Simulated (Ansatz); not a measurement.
The relaxed structure here is a generated cell of SiNi2: the first start was made by a random draw of sites in a space group, and the end was not matched to a known phase here, so it may be hypothetical.

A relaxed structure of SiNi₂. Space group R-3m (No. 166). Level of theory: PBE (plane waves to 420 eV, PAW, scalar-relativistic; Ansatz, a first-principles code).

```xyz
6
Lattice="3.7286 2.1527 2.1419 -3.7286 2.1527 2.1419 0.0000 -4.3054 2.1419" Properties=species:S:1:pos:R:3 pbc="T T T"
Ni     0.0000     2.1527     2.1419
Ni    -1.8643    -1.0764     2.1419
Ni     1.8643    -1.0764     2.1419
Ni     0.0000     0.0000     0.0000
Si     0.0000     0.0000     2.0960
Si     0.0000     0.0000     4.3295
```

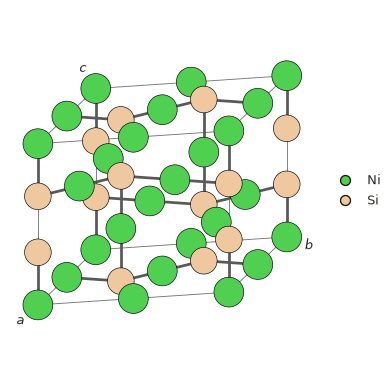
Figure: The conventional cell of the relaxed structure

| Quantity | Value |
|---|---|
| Volume per atom | 17.19 Å³ |
| Band gap | no gap (metallic) |
| Magnetic moment | zero (the starting moments vanished) |
| Shortest distances | Ni–Si 2.10 Å; Si–Si 2.23 Å; Ni–Ni 3.04 Å |
| k-mesh | 10×10×10 |

Band energies at high-symmetry points (eV from the Fermi level; labels of this space group; no spin-orbit coupling), from −5 eV up to 4.8 eV:

```csv
point,energies
Γ,-3.66 -3.66 -2.79 -1.98 -1.98 -1.88 -1.88 -1.83 -1.83 -1.60 -1.49 -1.49 -1.04 -0.79 -0.79 -0.65 -0.65 -0.47 -0.33 -0.33 -0.18 0.45 1.88 1.88 1.89 1.89 3.76
L,-4.11 -3.44 -3.13 -3.11 -2.36 -2.19 -2.01 -1.99 -1.62 -1.61 -1.48 -1.43 -1.22 -1.00 -0.92 -0.88 -0.67 -0.63 -0.54 -0.36 -0.31 -0.27 0.00 0.50 1.11 2.70 4.29 4.54
T,-2.50 -2.37 -2.29 -2.29 -1.97 -1.97 -1.69 -1.58 -1.58 -1.41 -1.29 -1.29 -1.00 -0.96 -0.86 -0.86 -0.50 -0.50 -0.29 -0.29 0.12 0.27 0.27 2.70 4.23 4.23
P0,-4.81 -4.81 -4.64 -2.45 -2.45 -1.90 -1.90 -1.74 -1.74 -1.68 -1.47 -1.26 -1.26 -1.25 -0.94 -0.87 -0.87 -0.74 -0.59 -0.59 -0.37 -0.37 0.11 1.58 1.58 3.67 3.67 4.20
P2,-4.81 -4.81 -4.64 -2.45 -2.45 -1.90 -1.90 -1.74 -1.74 -1.68 -1.47 -1.26 -1.26 -1.25 -0.94 -0.87 -0.87 -0.74 -0.59 -0.59 -0.37 -0.37 0.11 1.58 1.58 3.67 3.67 4.20
F,-4.69 -3.42 -3.07 -2.32 -2.08 -1.93 -1.81 -1.63 -1.60 -1.44 -1.35 -1.12 -1.03 -0.92 -0.90 -0.90 -0.76 -0.54 -0.52 -0.50 -0.28 0.29 0.94 2.28 2.70 3.52 4.82
```

No spin polarisation in the result: the starting moments vanished. A magnetic state may lie lower.

The run could not lose the symmetry of its start: the end is stationary, and may be a saddle point rather than a minimum.
